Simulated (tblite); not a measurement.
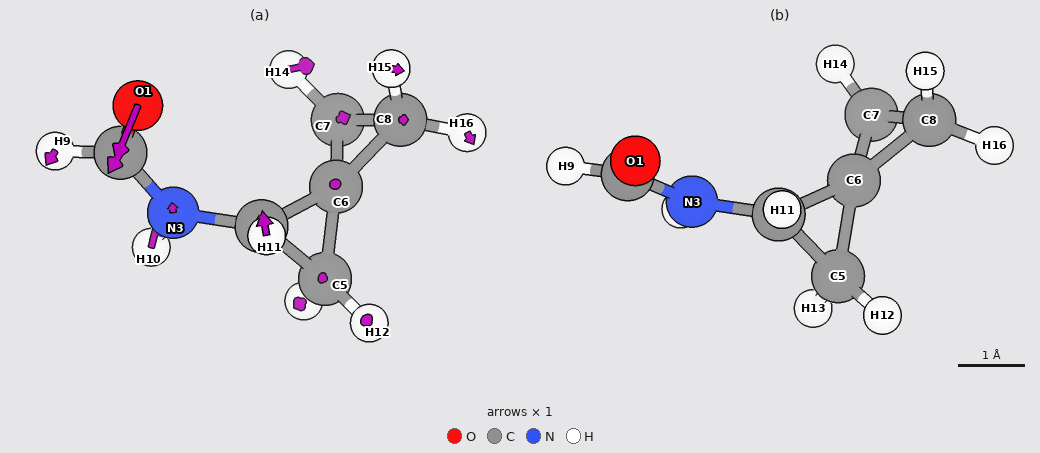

The structure of C6H8NO (multiplicity 2) before (left) and after (right) a relaxation, at one scale. The purple arrows give the displacements, at their true length.

A ball-and-stick model, seen from a free direction.

Level of theory: tblite 0.8.0, GFN2-xTB geometry optimisation, gas phase. 

### Summarise the run.

The largest move after the best rigid fit is that of the O atom, 1.01 Å. By element the largest moves are O 1.01 Å, H 0.68 Å, C 0.42 Å, N 0.18 Å. Some distances before and after: C–C 1.435 → 1.502 Å, C–C 1.551 → 1.504 Å, C–C 1.461 → 1.506 Å, C–N 1.446 → 1.423 Å. Among the angles between lasting bonds that change: C–C–H 120.7° → 134.5°, C–C–C 127.6° → 140.3°, C–C–H 123.9° → 135.9°. Groups turn about C–N by about 40°. Over 91 geometry steps the energy falls by 47.3 kJ/mol. Cost: 0.42 s on 1 thread of Arm Neoverse V2, on a shared host.
